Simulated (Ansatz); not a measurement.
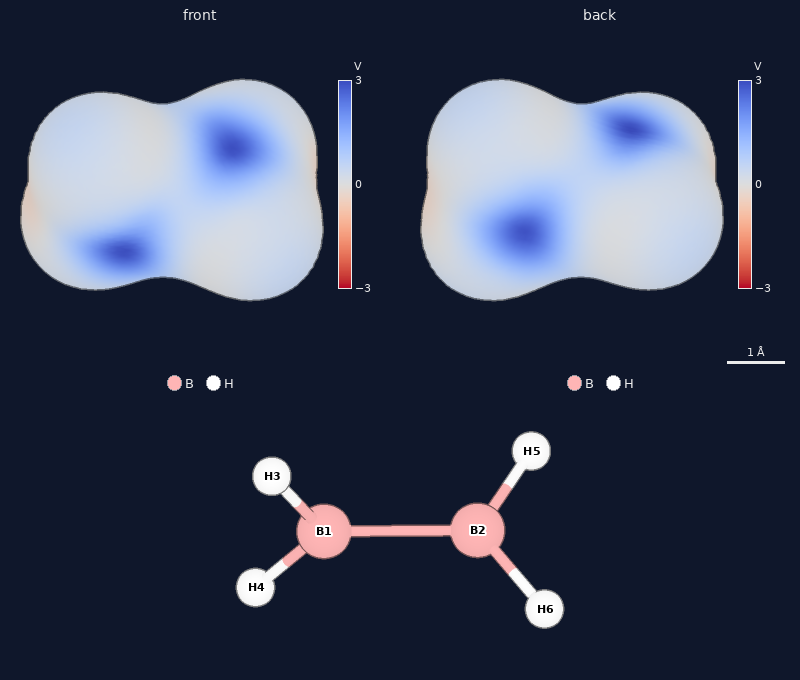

Figure. B2H4 (SMILES BB). The electrostatic potential painted on the density surface at 0.004 e/bohr³, seen from the front and from behind; red is negative and blue positive. The bare structure is drawn below in the same view.

Geometry: PBE0-D4/def2-TZVP.

Computed with RKS PBE0-D4/def2-TZVPP (Ansatz).

Input file:

```
crystal:
  periodic: [false, false, false]
  atoms:
    - {symbol: B, position_ang: [-0.227425, -0.785893, -0.087274]}
    - {symbol: B, position_ang: [0.240305, 0.764892, 0.072226]}
    - {symbol: H, position_ang: [-1.211725, -1.215887, 0.448992]}
    - {symbol: H, position_ang: [0.391983, -1.572923, -0.749495]}
    - {symbol: H, position_ang: [-0.128772, 1.624305, -0.680503]}
    - {symbol: H, position_ang: [0.977834, 1.121507, 0.949953]}
basis:
  gaussian: {orbitals: def2-TZVPP}
hamiltonian: {xc: pbe0, dispersion: d4}
output: {orbitals: {seedname: orbitals}}
```

Command:

```sh
ansatz run in.yaml --threads 2 --pin off --events-out ev --progress --plain --max-ram 4352MiB
```

Where is the surface potential most negative and most positive?

The most negative region (about −0.3 V, or −7 kcal/mol for a unit charge) lies over H5, the most positive (about +2.8 V, or +65 kcal/mol for a unit charge) over B1 and B2.
